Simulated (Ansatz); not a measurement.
# BFH₄OSi: a spread of methods and bases

Aim: run BFH₄OSi under a spread of inputs, and see what each costs and gives.

Program: Ansatz 0.2.0, Gaussian basis. Level of theory: the settings change from run to run. These are calculated values, not measurements.

## 1. The geometry

An earlier PBE0-D4 in a triple-zeta def2 set relaxation fixed the geometry.

8 atoms, charge 0, spin multiplicity 1.

Atoms are counted from 1 here; the program's logs count them from 0.

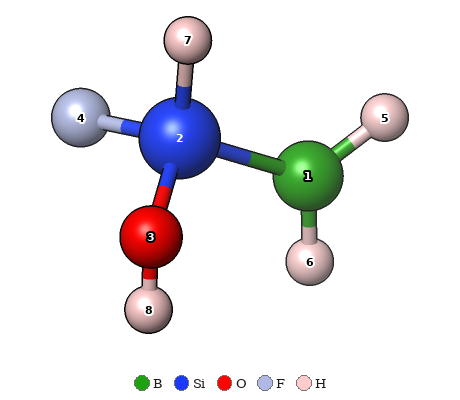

The structure; boron green, silicon blue, oxygen red, fluorine light blue, hydrogen pink; atoms are numbered from 1 in the order of the file.

## 2. B3LYP5/def2-mTZVPP

Set apart from the defaults: atoms shaken by 0.08 Å.

in.yaml reads:

```yaml
crystal:
  periodic: [false, false, false]
  atoms:
    - {symbol: B, position_ang: [-1.213890, 0.167285, 0.185488]}
    - {symbol: Si, position_ang: [0.543783, -0.281154, 0.334865]}
    - {symbol: O, position_ang: [1.606514, 0.646844, -0.587832]}
    - {symbol: F, position_ang: [0.478134, -1.869687, -0.581988]}
    - {symbol: H, position_ang: [-2.165782, 0.381297, 1.219151]}
    - {symbol: H, position_ang: [-1.818630, 0.768250, -0.629579]}
    - {symbol: H, position_ang: [1.274549, -0.801607, 1.430043]}
    - {symbol: H, position_ang: [1.311884, 0.951486, -1.434808]}
basis:
  gaussian: {orbitals: def2-mTZVPP}
hamiltonian: {xc: {name: B3LYP5}}
output: {forces: true}
```

Command:

```sh
> ansatz run in.yaml --threads 2 --pin off --events-out ev --progress --plain --max-ram 4352MiB
```

Output, shortened:

```text
Functional definition: B3LYP5
  name "B3LYP5"
  cite "Stephens, Devlin, Chabalowski & Frisch, J. Phys. Chem. 98, 11623 (1994) doi:10.1021/j100096a001"
  cite "Becke, Phys. Rev. A 38, 3098 (1988) doi:10.1103/PhysRevA.38.3098"
  cite "Lee, Yang & Parr, Phys. Rev. B 37, 785 (1988) doi:10.1103/PhysRevB.37.785"
  cite "Vosko, Wilk & Nusair, Can. J. Phys. 58, 1200 (1980) doi:10.1139/p80-159"
[...]
958 factors; their error is unknown
[...]
mean field -13382.21915802 eV, -491.7874832633 hartree, gradient 1.2e-5 eV, S^2 0.000000; 0 other end points of the search recorded, 0 dependent functions left out
[...]
reference -13382.21940520 eV, -491.7874923472 hartree; 20, 20 occupied and 94, 94 virtual orbitals, 958 factors
Total energy: -13382.21940520 eV, -491.7874923472 hartree
Atom 0 at    -1.213890     0.167285     0.185488 Å, force    -5.895946     2.695058     2.745781 eV/Å
Atom 1 at     0.543783    -0.281154     0.334865 Å, force     3.815692    -3.744557    -3.797777 eV/Å
Atom 2 at     1.606514     0.646844    -0.587832 Å, force    -0.411719    -0.538501     1.795468 eV/Å
Atom 3 at     0.478134    -1.869687    -0.581988 Å, force    -0.285372     2.528656     1.432484 eV/Å
Atom 4 at    -2.165782     0.381297     1.219151 Å, force     2.254371    -1.094696    -1.672110 eV/Å
Atom 5 at    -1.818630     0.768250    -0.629579 Å, force     0.441362    -0.364542    -0.981960 eV/Å
Atom 6 at     1.274549    -0.801607     1.430043 Å, force     0.423630     0.229522     1.240020 eV/Å
Atom 7 at     1.311884     0.951486    -1.434808 Å, force    -0.342017     0.289060    -0.761905 eV/Å
Dipole moment:    -0.251788     0.513937     0.098260 e Å
```

It took 1.9 s on 2 threads of Arm Neoverse V1, shared host.

Largest force 7.040 eV/Å, dipole 2.79 D.

## 3. r2SCAN0/6-31++G**

Set apart from the defaults: unrestricted orbitals.

in.yaml reads:

```yaml
crystal:
  periodic: [false, false, false]
  atoms:
    - {symbol: B, position_ang: [-1.305102, 0.293313, 0.268484]}
    - {symbol: Si, position_ang: [0.577899, -0.423890, 0.214759]}
    - {symbol: O, position_ang: [1.578207, 0.593831, -0.592736]}
    - {symbol: F, position_ang: [0.472964, -1.838452, -0.539240]}
    - {symbol: H, position_ang: [-1.952194, 0.377831, 1.269372]}
    - {symbol: H, position_ang: [-1.820907, 0.667160, -0.745961]}
    - {symbol: H, position_ang: [1.263040, -0.672120, 1.502121]}
    - {symbol: H, position_ang: [1.278092, 0.945327, -1.432698]}
basis:
  gaussian: {orbitals: "6-31++G**"}
magnetization: {spin_polarized: true, initial_magnetization: 0}
hamiltonian: {xc: {name: r2SCAN0}}
output: {forces: true}
```

Launched as before.

Output, shortened:

```text
Functional definition: r2SCAN0
  name "r2SCAN0"
  cite "Bursch, Neugebauer, Ehlert & Grimme, J. Chem. Phys. 156, 134105 (2022) doi:10.1063/5.0086040"
  cite "Furness, Kaplan, Ning, Perdew & Sun, J. Phys. Chem. Lett. 11, 8208 (2020) doi:10.1021/acs.jpclett.0c02405"
  cite "Furness, Kaplan, Ning, Perdew & Sun, J. Phys. Chem. Lett. 11, 9248 (2020) doi:10.1021/acs.jpclett.0c03077"
  parent r2scan
[...]
899 factors; integrals over basis functions are off by at most 9.7e-4 eV
[...]
mean field -13380.32207236 eV, -491.7177666512 hartree, gradient 4.5e-5 eV, S^2 0.000000; 0 other end points of the search recorded, 0 dependent functions left out
[...]
reference -13380.32210645 eV, -491.7177679039 hartree; 20, 20 occupied and 84, 84 virtual orbitals, 899 factors
Total energy: -13380.32210645 eV, -491.7177679039 hartree
Atom 0 at    -1.305102     0.293313     0.268484 Å, force    -0.097236     0.038442    -0.009509 eV/Å
Atom 1 at     0.577899    -0.423890     0.214759 Å, force    -0.055443     0.212653     0.573961 eV/Å
Atom 2 at     1.578207     0.593831    -0.592736 Å, force     0.074015     0.233408    -0.309913 eV/Å
Atom 3 at     0.472964    -1.838452    -0.539240 Å, force    -0.034176    -0.433602    -0.250606 eV/Å
Atom 4 at    -1.952194     0.377831     1.269372 Å, force     0.043635    -0.009957    -0.064787 eV/Å
Atom 5 at    -1.820907     0.667160    -0.745961 Å, force     0.033573    -0.020898     0.063222 eV/Å
Atom 6 at     1.263040    -0.672120     1.502121 Å, force    -0.057734     0.012055    -0.106612 eV/Å
Atom 7 at     1.278092     0.945327    -1.432698 Å, force     0.093365    -0.032102     0.104244 eV/Å
Dipole moment:    -0.284730     0.314913    -0.081105 e Å
```

Run time: 7 s. Hardware: 2 threads of Arm Neoverse V1, shared host; peak memory 0.3 GiB.

Largest force 0.615 eV/Å, dipole 2.08 D, ⟨S²⟩ 0.000.

## 4. PBE0/def2-mTZVP

in.yaml: that of step 3 with these lines changed.

```diff
@@ -12,5 +12,4 @@
 basis:
-  gaussian: {orbitals: "6-31++G**"}
-magnetization: {spin_polarized: true, initial_magnetization: 0}
-hamiltonian: {xc: {name: r2SCAN0}}
+  gaussian: {orbitals: def2-mTZVP}
+hamiltonian: {xc: {name: PBE0}}
 output: {forces: true}
```

Launched as before.

Output, shortened:

```text
Functional definition: PBE0
  name "PBE0"
  cite "Adamo & Barone, J. Chem. Phys. 110, 6158 (1999) doi:10.1063/1.478522"
  cite "Perdew, Burke & Ernzerhof, Phys. Rev. Lett. 77, 3865 (1996) doi:10.1103/PhysRevLett.77.3865"
  parent pbe
[...]
858 factors; integrals over basis functions are off by at most 9.3e-4 eV
[...]
mean field -13377.65440388 eV, -491.6197316427 hartree, gradient 6.5e-5 eV, S^2 0.000000; 0 other end points of the search recorded, 0 dependent functions left out
[...]
reference -13377.65443503 eV, -491.6197327876 hartree; 20, 20 occupied and 76, 76 virtual orbitals, 858 factors
Total energy: -13377.65443503 eV, -491.6197327876 hartree
Atom 0 at    -1.305102     0.293313     0.268484 Å, force    -0.059705     0.032889    -0.001960 eV/Å
Atom 1 at     0.577899    -0.423890     0.214759 Å, force    -0.152808     0.120105     0.276217 eV/Å
Atom 2 at     1.578207     0.593831    -0.592736 Å, force     0.228509     0.095548     0.025058 eV/Å
Atom 3 at     0.472964    -1.838452    -0.539240 Å, force    -0.004307    -0.312274    -0.154947 eV/Å
Atom 4 at    -1.952194     0.377831     1.269372 Å, force     0.020998    -0.000839    -0.030919 eV/Å
Atom 5 at    -1.820907     0.667160    -0.745961 Å, force     0.012913    -0.012715     0.039727 eV/Å
Atom 6 at     1.263040    -0.672120     1.502121 Å, force     0.006923     0.003175    -0.000797 eV/Å
Atom 7 at     1.278092     0.945327    -1.432698 Å, force    -0.052524     0.074110    -0.152379 eV/Å
Dipole moment:    -0.237652     0.316393    -0.071981 e Å
```

Run time: 1.9 s. Hardware: 2 threads of Arm Neoverse V1, shared host.

Largest force 0.349 eV/Å, dipole 1.93 D.

## 5. r2SCAN0/def2-TZVPP

This run has unrestricted orbitals, D3(BJ) with three-body dispersion, relativity set to none, the search for lower states set to off.

in.yaml: that of step 4 with these lines changed.

```diff
@@ -12,4 +12,6 @@
 basis:
-  gaussian: {orbitals: def2-mTZVP}
-hamiltonian: {xc: {name: PBE0}}
+  gaussian: {orbitals: def2-TZVPP}
+magnetization: {spin_polarized: true, initial_magnetization: 0}
+hamiltonian: {xc: {name: r2SCAN0}, dispersion: d3bjatm, pseudopotentials: {relativity: none}}
+scf: {lower_state_search: off}
 output: {forces: true}
```

Same command.

Output, shortened:

```text
Functional definition: r2SCAN0
  name "r2SCAN0"
  cite "Bursch, Neugebauer, Ehlert & Grimme, J. Chem. Phys. 156, 134105 (2022) doi:10.1063/5.0086040"
  cite "Furness, Kaplan, Ning, Perdew & Sun, J. Phys. Chem. Lett. 11, 8208 (2020) doi:10.1021/acs.jpclett.0c02405"
  cite "Furness, Kaplan, Ning, Perdew & Sun, J. Phys. Chem. Lett. 11, 9248 (2020) doi:10.1021/acs.jpclett.0c03077"
  parent r2scan
[...]
1003 factors; their error is unknown
[...]
mean field -13383.44736529 eV, -491.8326190480 hartree, gradient 2.8e-6 eV, S^2 0.000000; 0 other end points of the search recorded, 0 dependent functions left out
[...]
reference -13383.44737690 eV, -491.8326194747 hartree; 20, 20 occupied and 171, 171 virtual orbitals, 1003 factors
Total energy: -13383.48731665 eV, -491.8340872333 hartree
Atom 0 at    -1.305102     0.293313     0.268484 Å, force    -0.064745     0.025230     0.009369 eV/Å
Atom 1 at     0.577899    -0.423890     0.214759 Å, force     0.163697    -0.116618    -0.148706 eV/Å
Atom 2 at     1.578207     0.593831    -0.592736 Å, force    -0.303734    -0.067492    -0.188927 eV/Å
Atom 3 at     0.472964    -1.838452    -0.539240 Å, force     0.030960     0.315502     0.153586 eV/Å
Atom 4 at    -1.952194     0.377831     1.269372 Å, force     0.069910    -0.008844    -0.119210 eV/Å
Atom 5 at    -1.820907     0.667160    -0.745961 Å, force     0.059952    -0.043863     0.112813 eV/Å
Atom 6 at     1.263040    -0.672120     1.502121 Å, force    -0.076731     0.019582    -0.127866 eV/Å
Atom 7 at     1.278092     0.945327    -1.432698 Å, force     0.120689    -0.123498     0.308940 eV/Å
Dipole moment:    -0.239611     0.300886    -0.088519 e Å
Checks for a lower state left out: stability, starts, cluster_reference, orbital_swaps, neighbouring_geometries, increment
```

It took 7.5 s on 2 threads of Arm Neoverse V1, shared host; peak memory 0.43 GiB.

Largest force 0.364 eV/Å, dipole 1.90 D, ⟨S²⟩ 0.000.

## 6. SPW92/aug-cc-pVTZ

in.yaml: that of step 5 with these lines changed.

```diff
@@ -12,6 +12,3 @@
 basis:
-  gaussian: {orbitals: def2-TZVPP}
-magnetization: {spin_polarized: true, initial_magnetization: 0}
-hamiltonian: {xc: {name: r2SCAN0}, dispersion: d3bjatm, pseudopotentials: {relativity: none}}
-scf: {lower_state_search: off}
-output: {forces: true}
+  gaussian: {orbitals: aug-cc-pVTZ}
+hamiltonian: {xc: {name: SPW92}}
```

The command is unchanged.

Output:

```text
Functional definition: SPW92
  name "SPW92"
  cite "Dirac, Proc. Camb. Phil. Soc. 26, 376 (1930) doi:10.1017/S0305004100016108"
  cite "Slater, Phys. Rev. 81, 385 (1951) doi:10.1103/PhysRev.81.385"
  cite "Perdew & Wang, Phys. Rev. B 45, 13244 (1992) doi:10.1103/PhysRevB.45.13244"
  exchange = slater_x
  correlation = pw_c
1250 factors; their error is unknown
mean field evaluation 1: about -13306.6302 eV, gradient 7.1e1 eV
mean field evaluation 2: about -13256.0554 eV, gradient 1.6e2 eV
mean field evaluation 4: about -13314.9560 eV, gradient 1.4e1 eV
mean field evaluation 8: about -13315.2456 eV, gradient 2.9e-1 eV
mean field evaluation 16: about -13315.2169 eV, gradient 2.0e-4 eV
mean field -13315.21691366 eV, -489.3251961987 hartree, gradient 5.1e-5 eV, S^2 0.000000; 0 other end points of the search recorded, 0 dependent functions left out
reference -13315.21697180 eV, -489.3251983354 hartree; 20, 20 occupied and 260, 260 virtual orbitals, 1250 factors
Total energy: -13315.21697180 eV, -489.3251983354 hartree
```

Run time: 3 s. Hardware: 2 threads of Arm Neoverse V1, shared host; peak memory 0.36 GiB.

## 7. revPBE0/cc-pVTZ-DK

Options: finite nuclei, D4 dispersion, high accuracy, the search for lower states set to full.

in.yaml: that of step 6 with these lines changed.

```diff
@@ -12,3 +12,5 @@
 basis:
-  gaussian: {orbitals: aug-cc-pVTZ}
-hamiltonian: {xc: {name: SPW92}}
+  gaussian: {orbitals: cc-pVTZ-DK, nuclear_model: gaussian}
+hamiltonian: {xc: {name: revPBE0}, dispersion: d4}
+accuracy: high
+scf: {lower_state_search: full}
```

Launched as before.

Output, shortened:

```text
Functional definition: revPBE0
  name "revPBE0"
  cite "Zhang & Yang, Phys. Rev. Lett. 80, 890 (1998) doi:10.1103/PhysRevLett.80.890"
  cite "Adamo & Barone, J. Chem. Phys. 110, 6158 (1999) doi:10.1063/1.478522"
  cite "Perdew, Burke & Ernzerhof, Phys. Rev. Lett. 77, 3865 (1996) doi:10.1103/PhysRevLett.77.3865"
[...]
3134 factors; integrals over basis functions are off by at most 3.9e-9 eV
[...]
mean field -13403.50068400 eV, -492.5695649179 hartree, gradient 9.0e-8 eV, S^2 0.000000; 0 other end points of the search recorded, 0 dependent functions left out
reference -13403.50068768 eV, -492.5695650533 hartree; 20, 20 occupied and 160, 160 virtual orbitals, 3134 factors
Total energy: -13403.80725282 eV, -492.5808311143 hartree
Relativity: scalar
```

Wall time 13 s (2 threads of Arm Neoverse V1, shared host); peak memory 0.85 GiB.

## 8. B97M-V/def2-SVP

Options: a grid of angular degree 47.

in.yaml: that of step 7 with these lines changed.

```diff
@@ -12,5 +12,4 @@
 basis:
-  gaussian: {orbitals: cc-pVTZ-DK, nuclear_model: gaussian}
-hamiltonian: {xc: {name: revPBE0}, dispersion: d4}
-accuracy: high
-scf: {lower_state_search: full}
+  gaussian: {orbitals: def2-SVP, final_grid: {core_spheres: 20, valence_spheres: 16, degree: 47}}
+hamiltonian: {xc: {name: B97M-V}}
+output: {forces: true}
```

The command is unchanged.

Output, shortened:

```text
Functional definition: B97M-V
  name "B97M-V"
  cite "Mardirossian & Head-Gordon, J. Chem. Phys. 142, 074111 (2015) doi:10.1063/1.4907719"
  cite "Becke, J. Chem. Phys. 107, 8554 (1997) doi:10.1063/1.475007"
  cite "Vydrov & Van Voorhis, J. Chem. Phys. 133, 244103 (2010) doi:10.1063/1.3521275"
  # Of w^i u^j: cxij and so on, Table III.
[...]
  gx(w, u) = cx00 + cx01*u + cx02*u^2 + (cx10 + cx11*u)*w
  gss(w, u) = css00 + css02*u^2 + css10*w + (css32*w^3 + css42*w^4)*u^2
  gos(w, u) = cos00 + cos01*u + cos03*u^3 + cos10*w + cos32*w^3*u^2
[...]
      + integral(e_c_pw_mod_opposite_spin*gos(b97_w_opposite, b97_u_opposite)) + vv10(b, c)
873 factors; their error is unknown
[...]
mean field -13373.93915260 eV, -491.4831986764 hartree, gradient 1.4e-5 eV, S^2 0.000000; 0 other end points of the search recorded, 0 dependent functions left out
[...]
reference -13373.93920173 eV, -491.4832004822 hartree; 20, 20 occupied and 60, 60 virtual orbitals, 873 factors
Total energy: -13373.93920173 eV, -491.4832004822 hartree
Atom 0 at    -1.305102     0.293313     0.268484 Å, force     0.367094    -0.103601     0.008923 eV/Å
Atom 1 at     0.577899    -0.423890     0.214759 Å, force    -0.402094     0.385122     0.591675 eV/Å
Atom 2 at     1.578207     0.593831    -0.592736 Å, force     0.341027     0.343451    -0.225148 eV/Å
Atom 3 at     0.472964    -1.838452    -0.539240 Å, force    -0.069386    -0.695810    -0.401529 eV/Å
Atom 4 at    -1.952194     0.377831     1.269372 Å, force    -0.139219     0.016296     0.168461 eV/Å
Atom 5 at    -1.820907     0.667160    -0.745961 Å, force    -0.083245     0.049688    -0.173697 eV/Å
Atom 6 at     1.263040    -0.672120     1.502121 Å, force     0.019892     0.010205     0.062152 eV/Å
Atom 7 at     1.278092     0.945327    -1.432698 Å, force    -0.034070    -0.005352    -0.030837 eV/Å
Dipole moment:    -0.237945     0.311649    -0.136562 e Å
```

Run time: 4.3 s. Hardware: 2 threads of Arm Neoverse V1, shared host.

Largest force 0.812 eV/Å, dipole 1.99 D.

## 9. RPA/x2c-TZVPPall

Set apart from the defaults: coordinates scaled by 0.92, finite nuclei.

in.yaml reads:

```yaml
crystal:
  periodic: [false, false, false]
  atoms:
    - {symbol: B, position_ang: [-1.200694, 0.269848, 0.247005]}
    - {symbol: Si, position_ang: [0.531667, -0.389978, 0.197578]}
    - {symbol: O, position_ang: [1.451951, 0.546325, -0.545317]}
    - {symbol: F, position_ang: [0.435127, -1.691376, -0.496101]}
    - {symbol: H, position_ang: [-1.796018, 0.347604, 1.167822]}
    - {symbol: H, position_ang: [-1.675235, 0.613787, -0.686284]}
    - {symbol: H, position_ang: [1.161997, -0.618351, 1.381952]}
    - {symbol: H, position_ang: [1.175844, 0.869701, -1.318082]}
basis:
  gaussian: {orbitals: x2c-TZVPPall, nuclear_model: gaussian}
hamiltonian: {xc: {name: HF}}
correlation: {method: rpa}
```

The command is unchanged.

Output:

```text
Functional definition: HF
  name "HF"
  cite "Fock, Z. Phys. 61, 126 (1930) doi:10.1007/BF01340294"
  parent pbe
  exchange = exact_x
  correlation = 0
1136 factors; integrals over basis functions are off by at most 8.7e-4 eV
mean field evaluation 1: about -13361.0754 eV, gradient 4.2e1 eV
mean field evaluation 2: about -13361.2857 eV, gradient 4.2e1 eV
mean field evaluation 4: about -13364.3090 eV, gradient 2.9e0 eV
mean field evaluation 8: about -13364.3478 eV, gradient 1.6e-1 eV
mean field -13364.34790537 eV, -491.1307268419 hartree, gradient 1.7e-6 eV, S^2 0.000000; 0 other end points of the search recorded, 0 dependent functions left out
8 core orbitals not correlated: weight in the atoms' cores, before any rotation towards them, 1.000 or more for the frozen orbitals, at most 0.000 for the correlated occupied ones
reference -13364.34790537 eV, -491.1307268419 hartree; 12, 12 occupied and 171, 171 virtual orbitals, 1136 factors
Total energy: -13387.47669374 eV, -491.9806941375 hartree
Relativity: scalar
```

It took 3.6 s on 2 threads of Arm Neoverse V1, shared host; peak memory 0.36 GiB.

## 10. revPBE/def2-SVPD

in.yaml reads:

```yaml
crystal:
  periodic: [false, false, false]
  atoms:
    - {symbol: B, position_ang: [-1.305102, 0.293313, 0.268484]}
    - {symbol: Si, position_ang: [0.577899, -0.423890, 0.214759]}
    - {symbol: O, position_ang: [1.578207, 0.593831, -0.592736]}
    - {symbol: F, position_ang: [0.472964, -1.838452, -0.539240]}
    - {symbol: H, position_ang: [-1.952194, 0.377831, 1.269372]}
    - {symbol: H, position_ang: [-1.820907, 0.667160, -0.745961]}
    - {symbol: H, position_ang: [1.263040, -0.672120, 1.502121]}
    - {symbol: H, position_ang: [1.278092, 0.945327, -1.432698]}
basis:
  gaussian: {orbitals: def2-SVPD}
hamiltonian: {xc: {name: revPBE}}
```

The command is unchanged.

Output:

```text
Functional definition: revPBE
  name "revPBE"
  cite "Zhang & Yang, Phys. Rev. Lett. 80, 890 (1998) doi:10.1103/PhysRevLett.80.890"
  cite "Perdew, Burke & Ernzerhof, Phys. Rev. Lett. 77, 3865 (1996) doi:10.1103/PhysRevLett.77.3865"
  parameter kappa = 1.245
  parameter beta = 0.06672455060314922
  exchange = pbe_x(kappa = kappa, mu = beta*pi^2/3)
  correlation = pbe_c(beta = beta)
1013 factors; their error is unknown
mean field evaluation 1: about -13367.1633 eV, gradient 6.5e1 eV
mean field evaluation 2: about -13313.4447 eV, gradient 1.6e2 eV
mean field evaluation 4: about -13374.3834 eV, gradient 1.4e1 eV
mean field evaluation 8: about -13374.6937 eV, gradient 1.8e-1 eV
mean field evaluation 16: about -13374.6640 eV, gradient 6.0e-5 eV
mean field -13374.66404872 eV, -491.5098381175 hartree, gradient 6.0e-5 eV, S^2 0.000000; 0 other end points of the search recorded, 0 dependent functions left out
reference -13374.66410498 eV, -491.5098401850 hartree; 20, 20 occupied and 102, 102 virtual orbitals, 1013 factors
Total energy: -13374.66410498 eV, -491.5098401850 hartree
```

Run time: 1.4 s. Hardware: 2 threads of Arm Neoverse V1, shared host.

## 11. All runs side by side

| level | charge | multiplicity | geometry | functions | energy (eV) | time |
| --- | --- | --- | --- | --- | --- | --- |
| B3LYP5/def2-mTZVPP | 0 | 1 | shaken | 114 | -13382.219 | 1.9 s |
| r2SCAN0/6-31++G** | 0 | 1 | relaxed | 104 | -13380.322 | 7 s |
| PBE0/def2-mTZVP | 0 | 1 | relaxed | 96 | -13377.654 | 1.9 s |
| r2SCAN0/def2-TZVPP | 0 | 1 | relaxed | 191 | -13383.487 | 7.5 s |
| SPW92/aug-cc-pVTZ | 0 | 1 | relaxed | 280 | -13315.217 | 3 s |
| revPBE0/cc-pVTZ-DK | 0 | 1 | relaxed | 180 | -13403.807 | 13 s |
| B97M-V/def2-SVP | 0 | 1 | relaxed | 80 | -13373.939 | 4.3 s |
| RPA/x2c-TZVPPall | 0 | 1 | scaled | 191 | -13387.477 | 3.6 s |
| revPBE/def2-SVPD | 0 | 1 | relaxed | 122 | -13374.664 | 1.4 s |

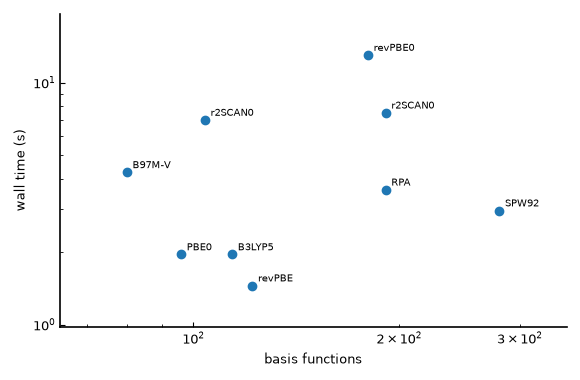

Wall time against the number of basis functions (shared host).

## 12. Results

| quantity | value |
| --- | --- |
| runs | 9 |
| quickest | revPBE/def2-SVPD, 1.4 s |
| slowest | revPBE0/cc-pVTZ-DK, 13 s |
| spread of total energies, same state and geometry | 88.6 eV |
| dipole, same state and geometry | 1.90 to 2.08 D |

Run time spans a factor of 9, from revPBE/def2-SVPD to revPBE0/cc-pVTZ-DK. The jobs differ in tasks and options as well as level. The totals spread over 89 eV; they can't be compared across methods or bases. Some of these runs are scalar-relativistic and others not, which shifts the totals of all-electron atoms past neon by eV; core potentials, where a basis has them, take the core out of the total altogether. At the PBE0-D4/def2-TZVP geometry and in the same state, runs without warnings or point charges leave forces up to 0.81 eV/Å (B97M-V/def2-SVP), against 7.0 eV/Å where the atoms were moved. At that geometry and state the dipole changes by 10 % between the lowest and highest value.
